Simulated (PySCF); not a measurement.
# W³⁺: dipole response in aug-cc-pVQZ-PP with ECP60

How polarisable is W³⁺ at the levels listed below?

The numbers are computed with PySCF 2.14.0 (unrestricted determinants in a Gaussian basis, no spin-orbit coupling in the energies), except any that are marked as measured or tabulated.

## (1) Starting point

| Quantity | Value |
| --- | --- |
| Element | tungsten (Z = 74) |
| Basis | aug-cc-pVQZ-PP with ECP60MDF (7s7p6d4f3g2h, 135 functions) |
| Hamiltonian | scalar relativity through the core potential |
| State 1 | W³⁺: [Xe] 4f14 5d3, high-spin 4F determinant |
| Methods | UHF, PBE |

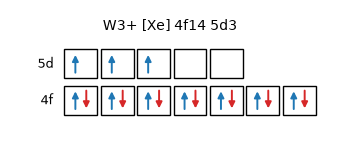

The shells outside the core, filled by Hund's rule for the drawing.

One driver process ran all states and methods and kept the integrals in memory. Each run is shown as a PySCF script that sums up its settings (the driver passes frozen orbitals as a list and adds second-order terms of double hybrids); the logs are those of the runs themselves. The driver starts from symmetry-adapted Hartree-Fock orbitals, holds the occupation by maximum overlap and uses a logarithmic radial grid for functionals, so a plain start would take other cycles.

The integrals over 135 functions and the set-up took 7.5 s of CPU time.

## (2) W³⁺: the ladder of methods

Level: UHF.

The input, input.py:

```python
from pyscf import gto, scf, dft, mp, cc
import basis_set_exchange as bse
txt = bse.get_basis("aug-cc-pVQZ-PP", elements=["W"], fmt="nwchem", header=False)
cut = txt.index("\nECP")
mol = gto.M(atom="W 0 0 0", charge=3, spin=3, symmetry="D2h",
            basis=gto.basis.parse(txt[:cut]),
            ecp={"W": gto.basis.parse_ecp(txt[cut:])})
mf = scf.UHF(mol)
mf.irrep_nelec = {'Ag': (1, 1), 'B1g': (1, 0), 'B2g': (1, 0), 'B3g': (1, 0), 'B1u': (1, 1), 'B2u': (1, 1), 'B3u': (1, 1)}
mf.kernel()
```

The log of the run:

```text
damping factor = 0
level_shift factor = 0
DIIS = <class 'pyscf.scf.diis.CDIIS'>
diis_start_cycle = 1
diis_space = 10
diis_damp = 0
SCF conv_tol = 1e-09
SCF conv_tol_grad = None
number electrons alpha = 7  beta = 4
cycle= 1 E= -65.0044262755097  delta_E= -0.00699  |g|= 0.0308  |ddm|= 0.0436
cycle= 2 E= -65.0046923858803  delta_E= -0.000266  |g|= 0.00636  |ddm|= 0.00878
cycle= 3 E= -65.0047047297932  delta_E= -1.23e-05  |g|= 0.000253  |ddm|= 0.00251
cycle= 4 E= -65.0047047703558  delta_E= -4.06e-08  |g|= 3.33e-05  |ddm|= 0.000277
cycle= 5 E= -65.0047047709163  delta_E= -5.6e-10  |g|= 4.96e-06  |ddm|= 2.79e-05
converged SCF energy = -65.0047047709163  <S^2> = 3.7545335  2S+1 = 4.0022661
```

CPU time 80 s on a shared host, the integrals not counted.

Orbital energies by shell (radii are means over both spins):

```tsv
shell	electrons	mean orbital energy (eV)	spread (eV)	rms radius (bohr)
5s α	1	-123.58	0	1.15
5s β	1	-119.92	0	1.15
5p α	3	-83.496	0	1.33
5p β	3	-78.006	0	1.33
5d α	3	-37.929	0	1.87
```

⟨S²⟩ = 3.755, ⟨L²⟩ = 12.05.

The driver then solved the coupled dipole response at imaginary frequencies: mean α = 7.066 bohr³, C₆ = 34.75 au for a like pair.

Energies and moments cover only the electrons outside the core potential. Spin-orbit coupling, absent here, splits the open shell strongly.

Level: PBE.

Changes to input.py:

```diff
@@ -7,3 +7,3 @@
             ecp={"W": gto.basis.parse_ecp(txt[cut:])})
-mf = scf.UHF(mol)
+mf = dft.UKS(mol, xc="PBE")
 mf.irrep_nelec = {'Ag': (1, 1), 'B1g': (1, 0), 'B2g': (1, 0), 'B3g': (1, 0), 'B1u': (1, 1), 'B2u': (1, 1), 'B3u': (1, 1)}
```

The log of the run:

```text
damping factor = 0
level_shift factor = 0
DIIS = <class 'pyscf.scf.diis.CDIIS'>
diis_start_cycle = 1
diis_space = 10
diis_damp = 0
SCF conv_tol = 1e-09
SCF conv_tol_grad = None
number electrons alpha = 7  beta = 4
XC functionals = PBE
    J. P. Perdew, K. Burke, and M. Ernzerhof.,  Phys. Rev. Lett. 77, 3865 (1996)
    J. P. Perdew, K. Burke, and M. Ernzerhof.,  Phys. Rev. Lett. 78, 1396 (1997)
    J. P. Perdew, K. Burke, and M. Ernzerhof.,  Phys. Rev. Lett. 77, 3865 (1996)
    J. P. Perdew, K. Burke, and M. Ernzerhof.,  Phys. Rev. Lett. 78, 1396 (1997)
cycle= 1 E= -65.4766577940701  delta_E= -0.00394  |g|= 0.0116  |ddm|= 0.0799
cycle= 2 E= -65.4766870453521  delta_E= -2.93e-05  |g|= 0.0044  |ddm|= 0.0128
cycle= 3 E= -65.4766928769016  delta_E= -5.83e-06  |g|= 0.000318  |ddm|= 0.00315
cycle= 4 E= -65.4766929082928  delta_E= -3.14e-08  |g|= 1.2e-05  |ddm|= 0.000201
cycle= 5 E= -65.476692908344  delta_E= -5.12e-11  |g|= 2.17e-07  |ddm|= 8.79e-06
converged SCF energy = -65.476692908344  <S^2> = 3.7509242  2S+1 = 4.0004621
```

CPU time 28 s on a shared host, the integrals not counted.

The driver then solved the coupled dipole response at imaginary frequencies: mean α = 7.634 bohr³, C₆ = 37.57 au for a like pair.

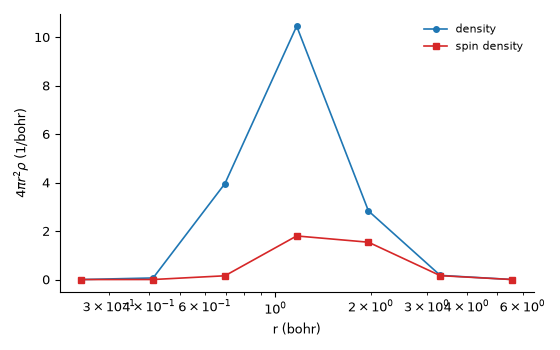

Radial density 4πr²ρ of W³⁺ at UHF, the electrons outside the core potential, at 7 stored radii joined by straight lines.

## (3) Polarisabilities and C₆

W³⁺, in atomic units:

```tsv
method	mean α	C₆ (like pair)	S(−4)
UHF	7.066	34.75	15.33
PBE	7.634	37.57	20.27
```

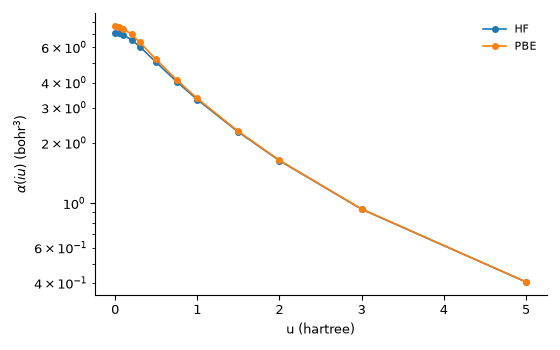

α(iu) of W³⁺, the polarisability at imaginary frequency, on a logarithmic scale.

## (4) Outcome

| quantity | value |
| --- | --- |
| α of W³⁺ | 7.066 (UHF) to 7.634 (PBE) bohr³ |

What this shows: A single London oscillator with the computed α and C₆ of W³⁺ at UHF would have ω = 4 C₆ / (3 α²) = 0.928 hartree. The basis is finite, and no extrapolation was made.
